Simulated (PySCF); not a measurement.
# C$_{6}$H$_{8}$FOSi (doublet): what the fields show

```xyz
17

C     2.5078    0.0178    0.7112
C     2.3055   -0.1530   -0.7828
O     1.0888    0.4039   -1.2263
Si   -0.4039    0.2910   -0.6444
C    -1.4379    1.2835    0.4914
C    -2.6406    0.6324    0.6183
C    -2.7834   -0.6231   -0.0371
C    -1.6833   -1.0356   -0.7340
F    -1.6474   -2.2071   -1.4213
H     1.7257   -0.5083    1.2558
H     2.4658    1.0712    0.9769
H     3.4741   -0.3843    1.0028
H     2.3262   -1.2144   -1.0528
H     3.0891    0.3678   -1.3416
H    -1.2516    2.2432    0.9374
H    -3.4538    1.0294    1.2037
H    -3.6880   -1.2024    0.0328
```

Geometry: GFN2-xTB.

Level of theory: PySCF, UKS B3LYP, pcH-1 on C F H O Si, non-relativistic, mean-field spin-orbit, GIAO.

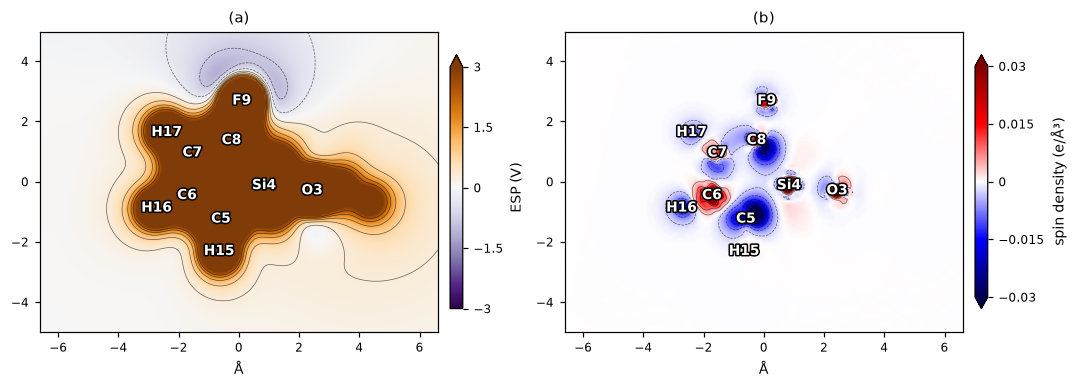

Figure 1. (a) electrostatic potential; (b) spin density (α minus β) on the plane of atoms C8, C7 and H17.

### What does the map show?

The section cuts through O, Si, C, F and H sites. The unpaired spin (1 electron) lies mostly on Si4 (about 0.5), C6 (about 0.2), C7 (about 0.1) and C8 (about 0.1), in electrons by Hirshfeld's partition. Outside the dense part of the molecule the potential is most negative (−1.1 V) near F9.

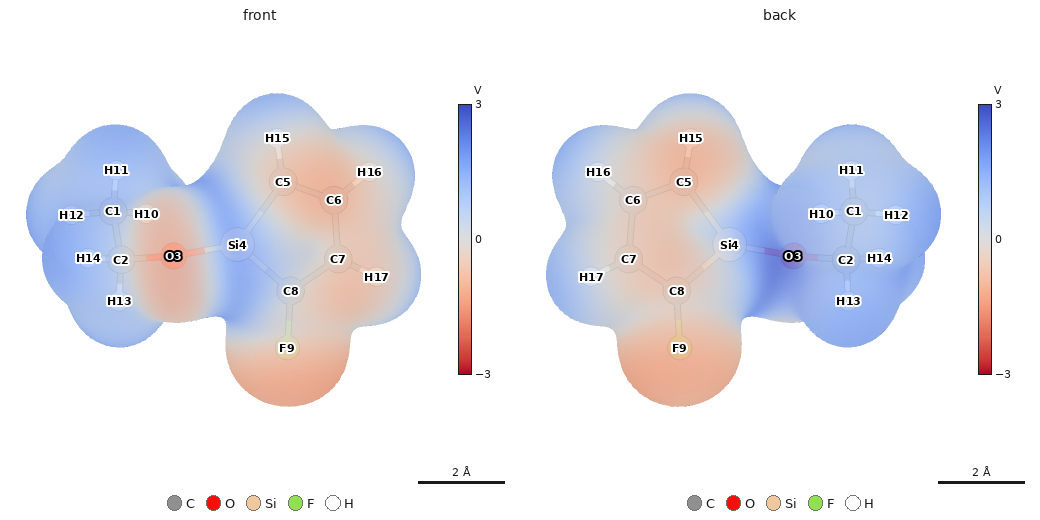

Figure 2. The molecular electrostatic potential painted on the density surface at 0.004 e/bohr³, seen from the front and from behind; the colour scale runs from red (negative) to blue (positive).

### Describe the electrostatic potential map.

The most negative region (about −1.1 V) lies over F9, the most positive (about +2.1 V) over Si4.
